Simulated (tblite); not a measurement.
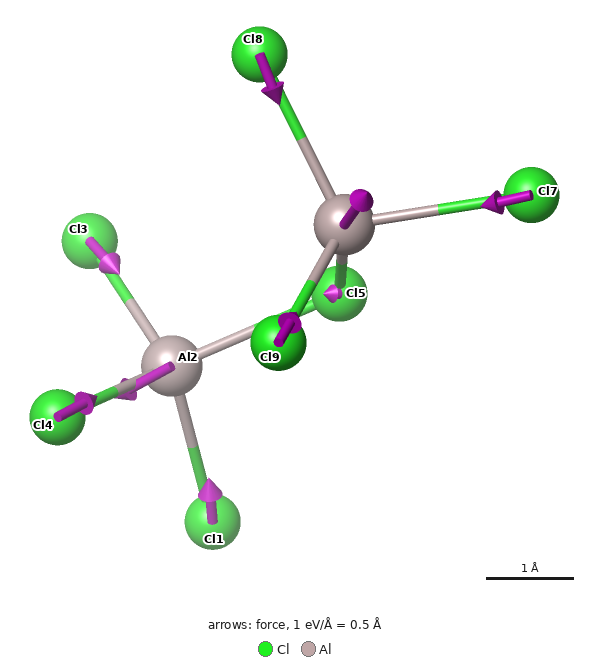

Starting geometry of Al$_{2}$Cl$_{7}$ (charge −1) with the computed forces as purple arrows. Style: ball-and-stick. Shown from a free direction.

These are results of tblite, GFN2-xTB geometry optimisation, gas phase, not measurements. 

Q: Is this structure relaxed? If not, where do the atoms go?

A: It isn't relaxed: the largest force vector, on an Al atom, is 1.97 eV/Å. The final displacements follow the starting forces only in part (cosine between the two patterns 0.31). The energy falls by 22.0 kcal/mol in 78 geometry steps. The atom that moves furthest after the best rigid fit is a Cl atom (1.24 Å). By element the largest moves are Cl 1.24 Å, Al 0.37 Å. Among the contacts that change: Al–Cl 2.229 → 2.078 Å, Al–Cl 2.197 → 2.078 Å, Al–Cl 2.180 → 2.188 Å. Among the angles between lasting bonds that change: Al–Cl–Al 115.3° → 179.8°, Cl–Al–Cl 114.7° → 104.6°, Cl–Al–Cl 112.9° → 104.4°.
